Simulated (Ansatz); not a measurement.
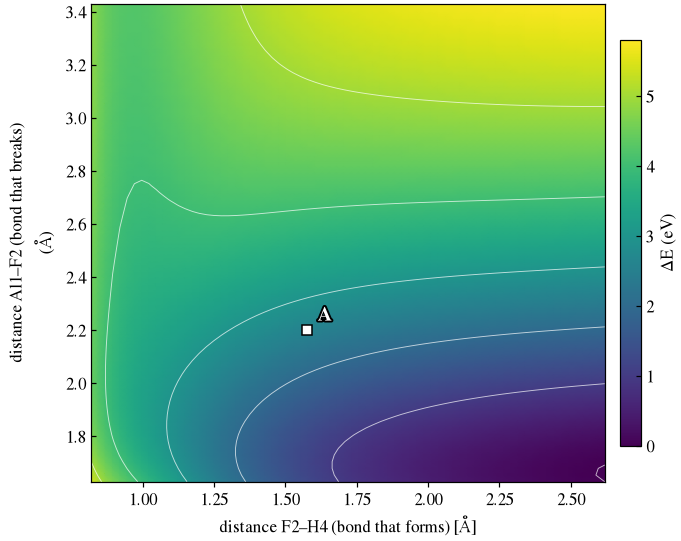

The reacting system AlFH3NO (fragments AlFH₃NO where the first distance is long, AlH₂NO + FH where the second is long). The first coordinate is: distance F2–H4 (bond that forms); the second: distance Al1–F2 (bond that breaks). Relaxed at each point: all other coordinates. Grid: 11 × 11 points. Points are written as (first, second). Energies are in eV, from the lowest grid point. The reference is spin-restricted, so regions where a bond is pulled apart into radicals lie too high. The calculation used Ansatz 0.2.0, RKS PBE0-D4/def2-SVP.

The picture shows a smooth colour map with a few white contour lines, the point A. Between grid points the surface is interpolated.

Is A at rest? If not, where is it pushed?

A, at (1.576 Å, 2.202 Å), is not a stationary point. The computed force is 1.2 eV for each Å towards larger values of the first coordinate and 3.5 eV for each Å towards smaller values of the second coordinate.
